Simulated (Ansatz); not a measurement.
# Gap against volume in random rock-salt (Li, K, Na)F solid solution (64 atoms)

The cell holds 64 atoms: 11 K, 32 F, 11 Na and 10 Li. Cell: a = 10.117 Å, b = 9.719 Å, c = 10.143 Å, α = 90.5°, β = 89.1°, γ = 89.7°. It derives from LiF and NaF and KF. The starting structure: Rock-salt lattice (a = 4.669 Å, the mean of the end members), 2 x 2 x 2 cells, metal sites filled at random with 10 Li, 11 K, 11 Na; not relaxed, displaced by a Gaussian of 0.02 Å.

Calculated with Ansatz 0.2.0: Kohn-Sham DFT, PBE, PAW (set soft_2), plane waves; cutoff 420 eV, Γ point, fixed occupations. The relaxed cell was scaled evenly and the atoms were relaxed at each volume. The gap is that between the highest filled and the lowest empty Kohn-Sham level on the run's k-points.

| volume (Å³/atom) | gap (eV) |
| --- | --- |
| 14.023 | 6.088 |
| 14.646 | 5.927 |
| 15.113 | ? |
| 15.581 | 5.643 |
| 16.048 | 5.528 |
| 16.515 | 5.381 |

Task: Fit a straight line in ln V to the rows given and interpolate to the withheld row.

Worked fit:

A volume deformation potential makes the spacing linear in u = ln(V/V0), with V0 = 15.581 Å³ the relaxed volume; v is the spacing.

| u = ln(V/V0) | v (eV) |
| --- | --- |
| -0.105360 | 6.0885 |
| -0.0618755 | 5.9267 |
| 0 | 5.643 |
| 0.0295596 | 5.5282 |
| 0.0582694 | 5.3813 |

With n = 5: mean u = -0.0158813, mean v = 5.71354, Σ(u − ū)² = 0.017937, Σ(u − ū)(v − v̄) = -0.077533. Slope b = -0.077533 / 0.017937 = -4.3224; intercept a = v̄ − b ū = 5.6449.

At the withheld volume u = -0.03046, and v = a + b u.

Prediction at 15.113: 5.777 eV. The run gave 5.771 eV, so the fit is high by 0.0058 eV (0.100 % of the value).

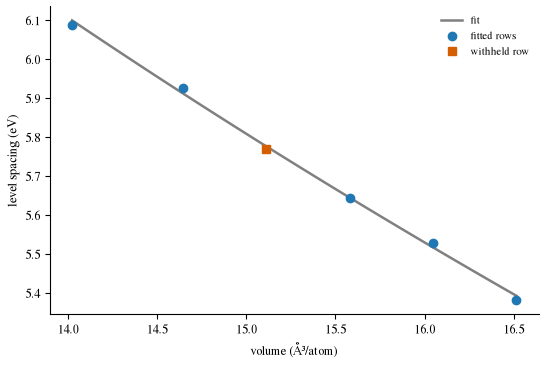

The fit, the rows that it rests on and the withheld row.

The slope, -4.32 eV, says that the spacing narrows on expansion. Among the rows given, the largest miss of the fit is at 14.646, by 0.014 eV (2.0 % of the range of the table).

Limits: The table spans 16 % in volume, wide for a linear law. Semilocal functionals tend to put gaps under measured ones. Only the Γ point is sampled. Atoms move by up to 0.7 Å in these relaxations, so the structure changes along the series. The mesh needn't hold the band edges.

[Hosts, paths, dates, database ids (printed as entryN), source tags and the programs' standing remarks are cut or masked in the printed files.]
